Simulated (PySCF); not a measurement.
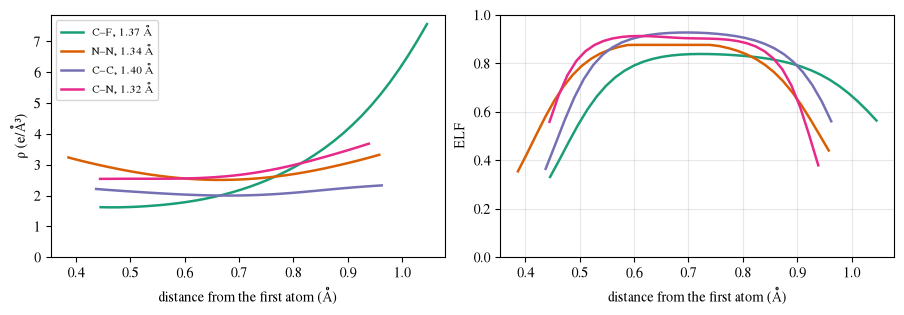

C₅H₆FN₂S (charge −1). Total electron density and ELF along straight lines between neighbouring atoms. The curves leave out the atomic cores.

Geometry: GFN2-xTB.

The calculation used PBE0/pcSseg-1, SCF density, gas phase, non-relativistic in PySCF.

Input file:

```
{"job": {"kind": "nmr", "xc": "PBE0", "basis": "pcSseg-1"}, "charge": -1, "multiplicity": 1}
C     -1.666687    -0.242045     0.805337
C     -0.684039    -0.678959    -0.271851
S     -1.422757    -0.211014    -1.942049
C      0.663030    -0.116124    -0.099362
C      1.908711    -0.759070    -0.112093
N      2.891275     0.100584     0.125324
N      2.363849     1.326666     0.285176
C      1.059189     1.202647     0.152423
F      0.224850     2.286368     0.249851
H     -1.735611     0.843590     0.830496
H     -2.659956    -0.652386     0.621018
H     -1.313980    -0.587036     1.777564
H     -0.639517    -1.770960    -0.334488
H     -1.105060     1.072578    -1.840017
H      2.112289    -1.806851    -0.269241
```

Command:

```sh
OMP_NUM_THREADS=1 python probes_run.py task.json out
```

Compare the contacts.

Answer. C–F (1.37 Å): the density is about 2.1 e/Å³ at the midpoint, with its minimum of 1.6 e/Å³ about 0.5 Å from C; the ELF peaks at about 0.85 between the atoms (a polar covalent bond).
N–N (1.34 Å): ρ at the midpoint is about 2.5 e/Å³; the ELF peaks at about 0.90 between the atoms; localised, covalent bonding.
C–C (1.40 Å): ρ at the midpoint is about 2 e/Å³; the ELF peaks at about 0.95 between the atoms; localised, covalent bonding.
C–N (1.32 Å): ρ at the midpoint is about 2.6 e/Å³; the ELF peaks at about 0.90 between the atoms; a covalent bond.
